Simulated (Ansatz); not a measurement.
**CH$_{5}$NOSi: single-point calculation**

System: CH$_{5}$NOSi, SMILES OC1N[SiH2]1.
Method: RKS PBE0-D4/def2-TZVPP (Ansatz 0.2.0).

The geometry comes from this level: PBE0-D4/def2-TZVP.

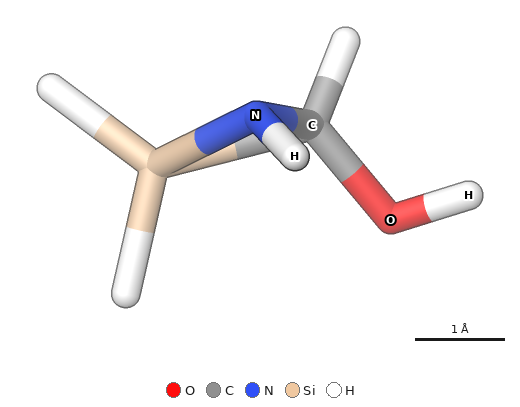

Fig. 1: The input geometry (stick view, seen on its broad side).

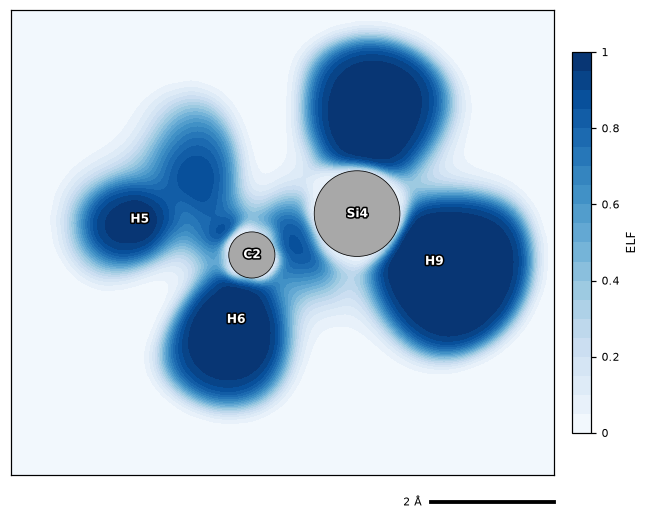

Fig. 2: ELF on the plane of atoms C2, Si4 and H9. Grey discs, where drawn, cover atomic cores. The section cuts through C, Si and H sites. C–Si (1.85 Å): the ELF peaks at about 0.85 between the atoms, as expected for localised, shared-pair bonding. C–H (1.09 Å): the ELF climbs to about 1 towards the hydrogen, as it does in any bond to H (a covalent bond by its length).

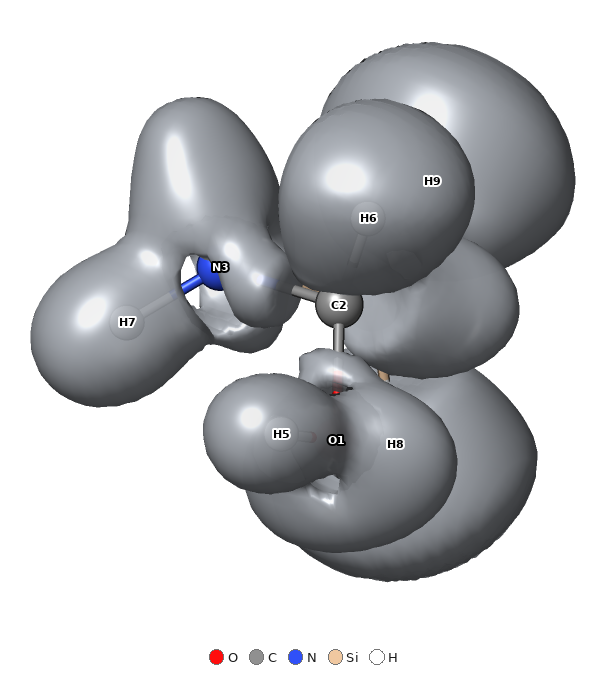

Fig. 3: Isosurface of the electron localisation function at 0.75 (grey), seen at an oblique angle. Core shells and regions of very low density are left out. Profiles from the grid: C–O (1.40 Å): the ELF peaks at about 0.90 between the atoms (a shared but strongly polarised pair).

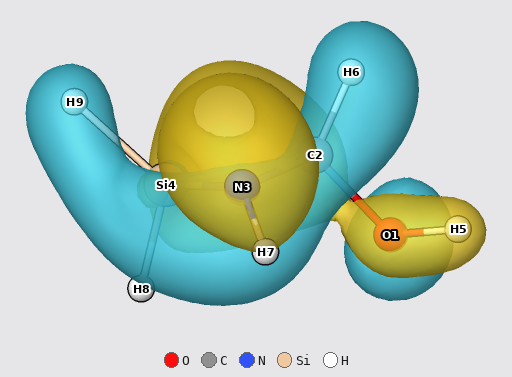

Fig. 4: One frontier orbital at ±0.1 Å⁻³ᐟ² (yellow and cyan are the two phases), seen at a tilt. The HOMO, at −6.66 eV. It lies mainly on N3 (35 %), Si4 (20 %), C2 (20 %) and O1 (10 %).

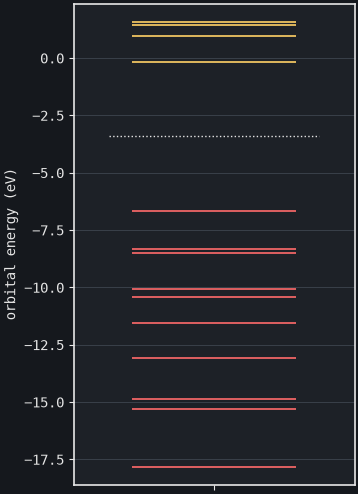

Fig. 5: Orbital energies near the frontier; the dotted line parts filled from empty levels, and levels within 0.02 eV of each other stand side by side. Highest filled −6.66 eV, lowest empty −0.16 eV, 6.50 eV apart.

The input and output of the run follow.

Input
```yaml
crystal:
  periodic: [false, false, false]
  atoms:
    - {symbol: O, position_ang: [-1.037053, 0.513070, -1.193253]}
    - {symbol: C, position_ang: [-0.377726, 0.584351, 0.036672]}
    - {symbol: N, position_ang: [1.058454, 0.271180, 0.059625]}
    - {symbol: Si, position_ang: [0.171338, -1.025156, 0.755542]}
    - {symbol: H, position_ang: [-0.941754, 1.360317, -1.639350]}
    - {symbol: H, position_ang: [-0.638305, 1.474848, 0.610098]}
    - {symbol: H, position_ang: [1.578532, 0.325025, -0.803558]}
    - {symbol: H, position_ang: [-0.150648, -2.238619, -0.028042]}
    - {symbol: H, position_ang: [0.425762, -1.311415, 2.185165]}
basis:
  gaussian: {orbitals: def2-TZVPP}
hamiltonian: {xc: pbe0, dispersion: d4}
output: {orbitals: {seedname: orbitals}}
```

Launched with:
```bash
ansatz run in.yaml --threads 2 --pin off --events-out ev --progress --plain --max-ram 4352MiB
```

Log
```
Functional definition: PBE0
  name "PBE0"
  cite "Adamo & Barone, J. Chem. Phys. 110, 6158 (1999) doi:10.1063/1.478522"
  cite "Perdew, Burke & Ernzerhof, Phys. Rev. Lett. 77, 3865 (1996) doi:10.1103/PhysRevLett.77.3865"
  parent pbe
  parameter a = 0.25
  parameter kappa = 0.804
  parameter beta = 0.06672455060314922
  exchange = (1 - a)*pbe_x(kappa = kappa, mu = beta*pi^2/3) + a*exact_x
  correlation = pbe_c(beta = beta)
1072 factors; their error is unknown
mean field evaluation 1: about -12516.9027 eV, gradient 6.6e1 eV
mean field evaluation 2: about -12499.6718 eV, gradient 1.1e2 eV
mean field evaluation 4: about -12525.3769 eV, gradient 7.9e0 eV
mean field evaluation 8: about -12525.5041 eV, gradient 4.0e-1 eV
mean field evaluation 16: about -12525.5043 eV, gradient 2.7e-5 eV
mean field -12525.50431315 eV, -460.3037934165 hartree, gradient 2.7e-5 eV, S^2 0.000000; 0 other end points of the search recorded, 0 dependent functions left out
reference -12525.50434258 eV, -460.3037944982 hartree; 20, 20 occupied and 185, 185 virtual orbitals, 1072 factors
Total energy: -12525.63777434 eV, -460.3086980247 hartree
```

Results in brief

```tsv
quantity	value
outcome	converged
total energy	−12525.6378 eV
mean-field energy	−12525.5043 eV
dispersion energy	−0.1334 eV
SCF solution under orbital rotations	stable
HOMO	−6.66 eV
LUMO	−0.16 eV
hardware	2 threads of Arm Neoverse V1, 23 GiB of memory available, shared host
wall time	3.4 s (CPU time 6.5 s)
peak memory	0.38 GiB
```
